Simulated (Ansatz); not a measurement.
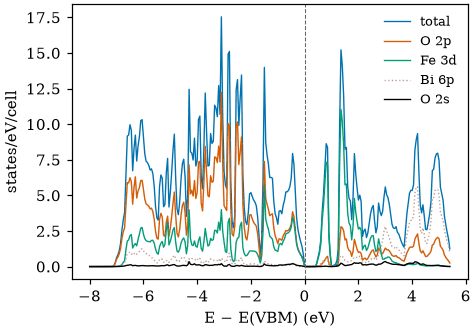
Fig. 1. Total and projected density of states of FeBiO3 in space group P4mm (No. 99; Fe on 1a, Bi on 1b, O on 1a, O on 2c), the program Ansatz at the PBEsol level (PAW)

Problem. Which orbitals carry the states next to the gap?

Solution. Top 1 eV of the valence band: O 2p 49 %, Fe 3d 43 %. Bottom 1 eV of the conduction band: Fe 3d 78 %, O 2p 13 %, Bi 6p 7 %. Projections are on Löwdin-orthogonalised atomic valence shells; empty p or d shells of many metals are not among them.

Problem. Where is the tallest occupied peak in this window, and what makes it?

Solution. Near -3.1 eV, about 18 states/eV per cell; the largest projected share is O 2p.

The workflow started from a Materials Project entry (that database holds measured and hypothetical structures alike); the Crystallography Open Database copy checked does not list it. It is not the phase usual at ambient conditions (space group No. 161). The cell was relaxed with PBEsol under the symmetry of its start, as lowered by the spin order; whether a distortion lowers the energy is not shown. Magnetic state: antiferromagnetic, chosen from 5 collinear starts compared on coarse meshes (ties went to the first, and starts can fall back to one state), not a proven ground state. No Hubbard U is applied. A crystal of weakly bound layers computed without a dispersion correction: the cell and the soft elastic constants depend strongly on that. Scalar-relativistic: spin–orbit coupling is off unless named, which matters more the heavier the elements.

Potentials: the later of the program's two PAW sets.
